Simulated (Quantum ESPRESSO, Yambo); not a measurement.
# Diamond (Fd-3m, 2 atoms a cell): G0W0 with Yambo, start to end, part 2 of 2

Aim: the G0W0 gap of Diamond (Fd-3m, 2 atoms a cell) on PBE, step by step.

Quantum ESPRESSO 7.5 and Yambo 5.3.0; PBE and many-body steps on it, plane waves. Known limits of the many-body steps: not at the basis limit; coarse k mesh.

So far. Step 3 (Bands along the symmetry lines): The gap is 4.190 eV, −0.039 eV from the run before at this level. Step 4 (Empty states on the mesh, 6×6×6 mesh, 29 bands): On this mesh the gap is 4.207 eV.

### Step 5. Conversion and set-up

This step: Yambo 5.3.0; conversion and set-up on PBE, plane waves, norm-conserving pseudopotentials.

The states are converted to the many-body program's format and the q mesh is built.

Run with:

```
(cd o/x.save; p2y > p2y.log; mv SAVE ../..); yambo > setup.log
```

The program printed:

```text
 Yambo, version 5.3.0

 [02] CORE Variables Setup
 =========================

  [02.01] Unit cells
  ==================

  Cell kind             :  FCC
  Atoms in the cell     :  C
  number of C  atoms    :  2

  List of atomic masses
  Mass of C     :  12.01100

  List of atomic coordinates    : [cc]
  C1       :  0.000000  0.000000  0.000000  order 1
  C2       :  1.685040  1.685040  1.685040  order 2

  Alat factors          :  3.370081  3.370081  3.370081 [a.u.]
  Direct lattice volume :  76.55102 [a.u.]
  Direct lattice vectors:  A[ 1 ]  A[ 2 ]  A[ 3 ]
   A[ 1 ]: -0.000000  1.000000  1.000000  [iru]
  -0.000000  3.370081  3.370081  [cc]
   A[ 2 ]:  1.000000 -0.000000  1.000000  [iru]
   3.370081 -0.000000  3.370081  [cc]
   A[ 3 ]:  1.000000  1.000000  0.000000  [iru]
   3.370081  3.370081  0.000000  [cc]

  Recip. lattice volume :  3.240325 [a.u.]
  Recip. lattice vectors:  B[ 1 ]  B[ 2 ]  B[ 3 ]
   B[ 1 ]: -0.500000  0.500000  0.500000  [iku]
  -0.932201  0.932201  0.932201  [cc]
   B[ 2 ]:  0.500000 -0.500000  0.500000  [iku]
   0.932201 -0.932201  0.932201  [cc]
   B[ 3 ]:  0.500000  0.500000 -0.500000  [iku]
   0.932201  0.932201 -0.932201  [cc]

  [02.02] Symmetries
  ==================

  Inversion symmetry    : yes
  Spatial inversion     : no
  Inversion index       :  25
  K-space Time-reversal : yes
  Magnetic symmetries   : no
  Time-reversal derived K-space symmetries:   25   48
  Group table correct   : yes
  Symmetries units      :  [cc]

   [S  1]:   1.0000     -0.26553E-16 -0.26553E-16 -0.26553E-16   1.0000      0.26553E-16  0.26553E-16  0.26553E-16   1.0000
   [S  2]:  -1.0000      0.26553E-16 -0.26553E-16  0.26553E-16  -1.0000      0.26553E-16 -0.26553E-16 -0.26553E-16   1.0000
   [S  3]:  -1.0000     -0.26553E-16  0.26553E-16  0.26553E-16   1.0000     -0.26553E-16 -0.26553E-16  0.26553E-16  -1.0000
[...]
[S  9]: -0.26553E-16   1.0000     -0.26553E-16  0.26553E-16 -0.26553E-16   1.0000       1.0000      0.26553E-16  0.26553E-16
   [S 10]: -0.26553E-16  -1.0000      0.26553E-16  0.26553E-16  0.26553E-16  -1.0000       1.0000     -0.26553E-16 -0.26553E-16
     [... 36 further rows ...]
   [S*47]:   1.0000     -0.26553E-16  0.26553E-16 -0.26553E-16  0.26553E-16  -1.0000      0.26553E-16   1.0000     -0.26553E-16
   [S*48]:   1.0000      0.26553E-16 -0.26553E-16 -0.26553E-16 -0.26553E-16   1.0000      0.26553E-16  -1.0000      0.26553E-16

  [02.03] Reciprocal space
  ========================

  nG shells         :  117
  nG charge         :   6615
  nG WFs            :  1182
  nC WFs            :   869
  G-vecs. in first 11 shells:  [ Number ]
     1    9   15   27   51   59   65   89  113
   137  169
  ...
  Shell energy in first 11 shells:  [ mHa ]
    0.00000      1303.50      1738.00      3475.99      4779.49      5213.99      6951.99      8255.49      8689.99
    10428.0      11731.5
  ...

  [02.04] K-grid lattice
[...]
WF components:   826
  K [16]         [rlu]:  0.166667 -0.500000 -0.333333
         WF components:   820

  [02.05] Energies & Occupations
  ==============================

  [X] === General ===
  [X] Electronic Temperature                        :  0.000000  0.000000 [eV K]
  [X] Bosonic    Temperature                        :  0.000000  0.000000 [eV K]
  [X] Finite Temperature mode                       : no
  [X] El. density                                   :  0.70524E+24 [cm-3]
  [X] Fermi Level                                   :  13.35851 [eV]

  [X] === Gaps and Widths ===
  [X] Conduction Band Min                           :  4.207157 [eV]
  [X] Valence Band Max                              :  0.000000 [eV]
  [X] Filled Bands                                  :   4
  [X] Empty Bands                                   :   5  29
  [X] Direct Gap                                    :  5.625541 [eV]
  [X] Direct Gap localized at k                     :  1
  [X] Indirect Gap                                  :  4.207157 [eV]
  [X] Indirect Gap between kpts                     :   1  10
  [X] Last valence band width                       :  7.820920 [eV]
  [X] 1st conduction band width                     :  4.646056 [eV]

  E @ K [ 1]:  [eV]
   -21.4889    -0.142679E-6 -0.141362E-6   0.00000      5.62554      5.62554      5.62554      13.3293
  occ @ K [ 1]
   2.000000  2.000000  2.000000  2.000000  0.000000  0.000000  0.000000  0.000000
  E @ K [ 2]:  [eV]
  -20.72244  -3.75770  -1.02506  -1.02506   6.96960   6.96960   7.43379  13.96857
  occ @ K [ 2]
[...]
E @ K [ 3]:  [eV]
[...]
occ @ K [ 3]
[...]
E @ K [ 8]:  [eV]
[...]
occ @ K [ 8]
[...]
E @ K [ 9]:  [eV]
[...]
occ @ K [ 9]
[...]
E @ K [10]:  [eV]
[...]
occ @ K [10]
[...]
E @ K [11]:  [eV]
[...]
occ @ K [11]
[...]
E @ K [12]:  [eV]
[...]
occ @ K [12]
[...]
E @ K [13]:  [eV]
[...]
occ @ K [13]
[...]
E @ K [14]:  [eV]
[...]
occ @ K [14]
[...]
E @ K [15]:  [eV]
[...]
occ @ K [15]
[...]
E @ K [16]:  [eV]
  -12.23250 -12.23250  -7.82092  -7.82092   8.28166   8.28166  14.53876  14.53876
  occ @ K [16]
   2.000000  2.000000  2.000000  2.000000  0.000000  0.000000  0.000000  0.000000

 [03] Transferred momenta grid and indexing
 ==========================================

 IBZ Q-points                                      :  16
 BZ  Q-points                                      :  216

 K/Q-points units:
 rlu = crystal or reduced units; cc = cartesian coordinates; iku = interal k-units

 Q [ 1]         [rlu]:  0.000000  0.000000  0.000000
 Q [ 2]         [rlu]:  0.39018E-17  0.39018E-17  0.16667
 Q [ 3]         [rlu]:  0.78036E-17  0.78036E-17  0.33333
[...]
Q [ 8]         [rlu]:  0.84430E-16  0.16667     -0.33333
 Q [ 9]         [rlu]: -0.37578E-16  0.16667     -0.16667
 Q [10]         [rlu]:  0.17390E-18  0.33333      0.33333
     [... 4 further rows ...]
 Q [15]         [rlu]:  0.166667  0.333333 -0.333333
 Q [16]         [rlu]:  0.166667 -0.500000 -0.333333

  [03.01] X indexes
  =================

   [03.01.01] Sigma indexes
   ========================

 [06] Game Over & Game summary
```

Elapsed: 1.7 s, on 1 MPI rank of Arm Neoverse V1, shared host; peak memory 0.23 GiB.

### Step 6. Screening and self-energy, 6×6×6 mesh, 29 bands, screening to 129.3 eV

G0W0 replaces the xc potential by the self-energy, built once from these orbitals. Only a window of levels is corrected, while the sums run over the empty bands that the input names.

This step: G0W0 on PBE, plane waves, norm-conserving pseudopotentials.

Contents of gw1.in:

```
HF_and_locXC
gw0
dyson
ppa
em1d
rim_cut
RandQpts= 1000000
RandGvec= 1 RL
EXXRLvcs= 74 Ry
VXCRLvcs= 296 Ry
Chimod= "HARTREE"
% BndsRnXp
 1 | 29 |
%
NGsBlkXp= 9.5 Ry
% LongDrXp
 1 | 1 | 1 |
%
% GbndRnge
 1 | 29 |
%
DysSolver= "n"
ExtendOut
PPAPntXp= 27.21138 eV
% QPkrange
 1 | 16 | 2 | 8 |
%
```

Run with:

```
OMP_NUM_THREADS=1 mpirun -n 4 yambo -F gw1.in -J gw1 -C gw1 > gw1.log
```

The program printed:

```text
 Yambo, version 5.3.0

 [02] CORE Variables Setup
 =========================

  [... cell, symmetries and grids as in the set-up ...]

  [02.05] Energies & Occupations
  ==============================

  [X] === General ===
  [X] Electronic Temperature                        :  0.000000  0.000000 [eV K]
  [X] Bosonic    Temperature                        :  0.000000  0.000000 [eV K]
  [X] Finite Temperature mode                       : no
  [X] El. density                                   :  0.70524E+24 [cm-3]
  [X] Fermi Level                                   :  13.35851 [eV]

  [X] === Gaps and Widths ===
  [X] Conduction Band Min                           :  4.207157 [eV]
  [X] Valence Band Max                              :  0.000000 [eV]
  [X] Filled Bands                                  :   4
  [X] Empty Bands                                   :   5  29
  [X] Direct Gap                                    :  5.625541 [eV]
  [X] Direct Gap localized at k                     :  1
  [X] Indirect Gap                                  :  4.207157 [eV]
  [X] Indirect Gap between kpts                     :   1  10
  [X] Last valence band width                       :  7.820920 [eV]
  [X] 1st conduction band width                     :  4.646056 [eV]

 [03] Transferred momenta grid and indexing
 ==========================================

 IBZ Q-points                                      :  16
 BZ  Q-points                                      :  216

 K/Q-points units:
 rlu = crystal or reduced units; cc = cartesian coordinates; iku = interal k-units

 Q [ 1]         [rlu]:  0.000000  0.000000  0.000000
 Q [ 2]         [rlu]:  0.39018E-17  0.39018E-17  0.16667
 Q [ 3]         [rlu]:  0.78036E-17  0.78036E-17  0.33333
 Q [ 4]         [rlu]:  0.84430E-16  0.84430E-16 -0.50000
 Q [ 5]         [rlu]:  0.86948E-19  0.16667      0.16667
 Q [ 6]         [rlu]:  0.39018E-17  0.16667      0.33333
 Q [ 7]         [rlu]: -0.95144E-16  0.16667      0.50000
 Q [ 8]         [rlu]:  0.84430E-16  0.16667     -0.33333
 Q [ 9]         [rlu]: -0.37578E-16  0.16667     -0.16667
 Q [10]         [rlu]:  0.17390E-18  0.33333      0.33333
     [... 4 further rows ...]
 Q [15]         [rlu]:  0.166667  0.333333 -0.333333
 Q [16]         [rlu]:  0.166667 -0.500000 -0.333333

 [04] Coloumb potential Random Integration (RIM)
 ===============================================

  [04.01] RIM initialization
  ==========================

  * Diagonal components only detected *

  8 x (sBL volume)        :  0.120012 [a.u.]
  sBZ random points       :  1000000
  Points outside the sBZ  :   7968281
  RL volume               :  3.240325 [a.u.]
  Integrated volume       :  3.253224 [a.u.]

  [04.02] RIM integrals
  =====================

  Gamma point sphere radius             :  0.089473 [a.u.]
  Points outside the sphere             :   800476
  [Int_sBZ(q=0) 1/q^2]*(Vol_sBZ)^(-1/3) =:  7.776341
                                 should be <:  7.795600

  Summary of Coulomb integrals for non-metallic bands |Q|[au] RIM/Bare

  Q [1] 0.100000E-4 0.997530 * Q [2] 0.269103 1.067779
  Q [5] 0.310734 1.066842 * Q [9] 0.439444 1.030576
  Q [6] 0.515293 1.022482 * Q [3] 0.538206 1.020007
  Q [10] 0.621467 1.016898 * Q [8] 0.677228 1.015050
  Q [14] 0.694822 1.013869 * Q [7] 0.761139 1.011980
  Q [11] 0.807310 1.011262 * Q [4] 0.807310 1.011769
  Q [12] 0.878888 1.010572 * Q [15] 0.919163 1.010060
  Q [13] 0.932201 1.009835 * Q [16] 0.982626 1.009137

 [05] Dipoles
 ============

  [05.01] Setup: observables and procedures
  =========================================

 [06] Dynamic Dielectric Matrix (PPA)
 ====================================

 [WR./gw1//ndb.pp]---------------------------------------------------------------
  Brillouin Zone Q/K grids (IBZ/BZ)                :   16  216   16  216
  RL vectors                                       :  1211 [WF]
  Coulomb cutoff potential                         : none
  Electronic Temperature                           :  0.000000 [K]
  Bosonic    Temperature                           :  0.000000 [K]
  PPA    diel. fun.  energies                      : Perdew, Burke & Ernzerhof(X)+Perdew, Burke & Ernzerhof(C)
  wavefunctions                                    : Perdew, Burke & Ernzerhof(X)+Perdew, Burke & Ernzerhof(C)
  Global Gauge                                     : length
  X matrix size                                    :   59
  X band range                                     :   1  29
  X e/h energy range                               : -1.000000 -1.000000 [eV]
  X Time ordering                                  : R
  X Hxc Kernel                                     : HARTREE
  X Drude frequency                                :  0.000000  0.000000
  X poles                                          :  100.0000 [o/o]
  RL vectors in the sum                            :  1211
  [r,Vnl] included                                 : yes
  Field direction                                  :  0.577350E-5  0.577350E-5  0.577350E-5
  BZ energy Double Grid                            : no
  BZ energy DbGd points                            : 0
  BZ Q point size factor                           : -1.000000
  X Optical Averaged directions                    : none

 [07] Local Exchange-Correlation + Non-Local Fock
 ================================================

 [VXC] Plane waves :   6615
 [EXS] Plane waves :   893

 QP @ state[ 1 ] K range:   1  16
 QP @ state[ 1 ] b range:   2   8

 [xc] Functional : Perdew, Burke & Ernzerhof(X)+Perdew, Burke & Ernzerhof(C)
 [xc] LIBXC used to calculate xc functional
  PP Number of Atomic Species                      :  1
  NLCC RL compoments                               :   6615
  PP Number of Atomic Species                      :  1
  NLCC RL compoments                               :   6615

 [xc] E_xc :  -3.558879 [Ha]
      E_xc :  -7.117758 [Ry]

  Local XC kind (lXC) : Perdew, Burke & Ernzerhof(X)+Perdew, Burke & Ernzerhof(C)
  Non-Local XC kind (nlXC) : Hartree-Fock

  Corrections @ K [1] :  [eV]
 <2|nlXC|2> = -19.24101  0.12369E-16 <2|lXC|2> = -16.96357 -0.37763E-15
 <3|nlXC|3> = -19.24095  0.35848E-16 <3|lXC|3> = -16.96357  0.000000
 <4|nlXC|4> = -19.24095 -0.43517E-17 <4|lXC|4> = -16.96356 -0.18882E-15
 <5|nlXC|5> = -9.555714 -0.15426E-17 <5|lXC|5> = -15.64322 -0.18882E-15
 <6|nlXC|6> = -9.555516  0.24268E-17 <6|lXC|6> = -15.64322 -0.94408E-16
 <7|nlXC|7> = -9.555483 -0.24722E-17 <7|lXC|7> = -15.64321 -0.18882E-15
 <8|nlXC|8> = -8.082403  0.27123E-17 <8|lXC|8> = -16.45332  0.94408E-16

  Corrections @ K [2] :  [eV]
 <2|nlXC|2> = -19.85725  0.69478E-17 <2|lXC|2> = -16.18825  0.41304E-16
 <3|nlXC|3> = -19.33033 -0.11770E-16 <3|lXC|3> = -16.73273 -0.47204E-16
 <4|nlXC|4> = -19.33043  0.60773E-17 <4|lXC|4> = -16.73273  0.18882E-15
[...]
Corrections @ K [3] :  [eV]
[...]
Corrections @ K [4] :  [eV]
[...]
Corrections @ K [5] :  [eV]
[...]
[... 10 further k-points ...]
  Corrections @ K [16] :  [eV]
[...]
<4|nlXC|4> = -20.31872  0.49594E-17 <4|lXC|4> = -15.24340  0.30978E-16
 <5|nlXC|5> = -7.788332 -0.59417E-17 <5|lXC|5> = -14.30955  0.000000
 <6|nlXC|6> = -7.788326  0.32784E-17 <6|lXC|6> = -14.30954  0.94408E-16
 <7|nlXC|7> = -7.173711 -0.30570E-17 <7|lXC|7> = -16.35335  0.17702E-16
 <8|nlXC|8> = -7.173698 -0.24632E-17 <8|lXC|8> = -16.35335 -0.30683E-15

  [07.01] Hartree-Fock occupations report
  =======================================

  [Hartree-Fock] === General ===
  [Hartree-Fock] Electronic Temperature             :  0.000000  0.000000 [eV K]
  [Hartree-Fock] Bosonic    Temperature             :  0.000000  0.000000 [eV K]
  [Hartree-Fock] Finite Temperature mode            : no
  [Hartree-Fock] El. density                        :  0.70524E+24 [cm-3]
  [Hartree-Fock] Fermi Level                        :  13.35851 [eV]

  [Hartree-Fock] === Gaps and Widths ===
  [Hartree-Fock] Conduction Band Min                :  9.634548 [eV]
  [Hartree-Fock] Valence Band Max                   : -2.277391 [eV]
  [Hartree-Fock] Filled Bands                       :   4
  [Hartree-Fock] Empty Bands                        :   5  29
  [Hartree-Fock] Direct Gap                         :  13.99044 [eV]
  [Hartree-Fock] Direct Gap localized at k          :  1
  [Hartree-Fock] Indirect Gap                       :  11.91194 [eV]
  [Hartree-Fock] Indirect Gap between kpts          :   1  10
  [Hartree-Fock] Last valence band width            :  10.61885 [eV]
  [Hartree-Fock] 1st conduction band width          :  5.885735 [eV]

 [08] Dyson equation: Newton solver
 ==================================

  [08.01] G0W0 (W PPA)
  ====================

  [  GW  ] Bands range     :   1  29
  [GW/PPA] G damping       :  0.100000 [eV]

  QP @ state[ 1 ] K range:   1  16
  QP @ state[ 1 ] b range:   2   8

   Sc/G bands                                       :   1  29
   Sc/G damping                                     :  0.100000 ev
   Sc bands terminator                              : no
   Sx RL components                                 :   893

   QP @ state[ 1 ] K range                          :   1  16
   QP @ state[ 1 ] b range                          :   2   8
   GF energies kind                                 : Perdew, Burke & Ernzerhof(X)+Perdew, Burke & Ernzerhof(C)
   GF WF`s kind                                     : Perdew, Burke & Ernzerhof(X)+Perdew, Burke & Ernzerhof(C)
   Xs energies kind                                 : Perdew, Burke & Ernzerhof(X)+Perdew, Burke & Ernzerhof(C)
   Xs WF`s kind                                     : Perdew, Burke & Ernzerhof(X)+Perdew, Burke & Ernzerhof(C)

 [11] Game Over & Game summary
```

Elapsed: 48 s, on 4 MPI ranks; peak memory 1.2 GiB; 3.1 min of CPU time.

Numbers from this step:

| Property | Result |
| --- | --- |
| G0W0 gap on the mesh | 5.455 eV |
| starting gap on the mesh | 4.207 eV |
| k of the valence top | 0, 0, 0 |
| k of the conduction bottom | 0, 0.3333, 0.3333 |
| least direct G0W0 gap on the computed points | 7.368 eV |
| Z at the valence top | 0.8331 |
| Z at the conduction bottom | 0.842 |

The gap on the mesh goes from 4.21 eV to 5.46 eV, a correction of +1.25 eV. The start differs from the 4.23 eV found before because the two sample other k points.

Limits: finite bands, cutoff and mesh; coarse k mesh. v1 is the top filled band, c1 the lowest empty one. Levels before and after the correction, in eV, zero at the valence-band top of each column:

```
           conduction bottom  valence top
Kohn-Sham               4.21         0.00
     G0W0               5.46         0.00
```

```
                           level  energy (eV)
Kohn-Sham                Γ v3-v1        0.000
Kohn-Sham                Γ c1-c3        5.626
Kohn-Sham                   Γ c4       13.329
Kohn-Sham     (0 0.333 0.333) v3       -7.186
Kohn-Sham  (0 0.333 0.333) v2-v1       -5.324
Kohn-Sham     (0 0.333 0.333) c1        4.207
Kohn-Sham     (0 0.333 0.333) c2        7.817
Kohn-Sham  (0 0.333 0.333) c3-c4       14.074
     G0W0                Γ v3-v1        0.000
     G0W0                Γ c1-c3        7.368
     G0W0                   Γ c4       14.778
     G0W0     (0 0.333 0.333) v3       -7.930
     G0W0  (0 0.333 0.333) v2-v1       -5.733
     G0W0     (0 0.333 0.333) c1        5.455
     G0W0     (0 0.333 0.333) c2        9.027
     G0W0  (0 0.333 0.333) c3-c4       16.311
```

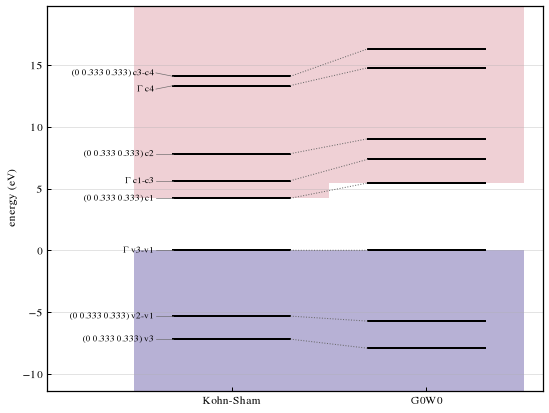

Levels before and after the correction. Shaded: valence and conduction bands.

### Step 7. Where the time went

Times are wall times on the hardware named with each run, good to a factor of about two.

```
                          step   time  share  memory (GiB)
                  ground state  2.1 s    4 %          0.18
bands along the symmetry lines  1.2 s    2 %          0.05
      empty states on the mesh  1.2 s    2 %          0.05
         conversion and set-up  1.7 s    3 %          0.23
     screening and self-energy   48 s   89 %           1.2
```

### Step 8. Summary of results

| Quantity | Value |
| --- | --- |
| PBE gap | 4.19 eV, indirect |
| G0W0 gap on the mesh | 5.46 eV |
| GW settings | 6×6×6 mesh, 29 bands, screening to 129.3 eV, Godby-Needs plasmon pole |
| known limits | not at the basis limit; coarse k mesh |

G0W0 moves the gap on the mesh from 4.21 eV to 5.46 eV (+1.25 eV), with Z of 0.83 and 0.84 at the edges. The dearest step here is «screening and self-energy». Against experiment, by G0W0@PBE: the gap of 5.44 eV lies −0.06 eV from the measured 5.5 eV (kind not stated, quoted 2019); the gap of 5.44 eV lies −0.03 eV from the measured 5.47 eV (kind not stated, quoted 2024). The calculation has static nuclei and no excitons; a measured gap holds zero-point and thermal motion, which mostly lowers it. Bands and cutoff are finite, so the gap is not at the basis limit. The miss can reach some tenths of an eV and take either sign; the mesh is an error of its own. The 6×6×6 mesh is coarse for this cell, which bears on the long-range parts of exchange and screening.

[Paths, hosts, dates, memory and timing lines, banners, echoed tables and standing remarks are left out of the program output.]

[Logs are printed without paths, hosts, clocks, repeated set-up lines and the standing remarks that a program may print on its own settings, such as how far it seeks lower states.]

[Runs of the session that timed out or met a known fault of the program may be left out.]

[Hosts, paths, dates, database ids (printed as entryN), source tags and the programs' standing remarks are cut or masked in the printed files.]
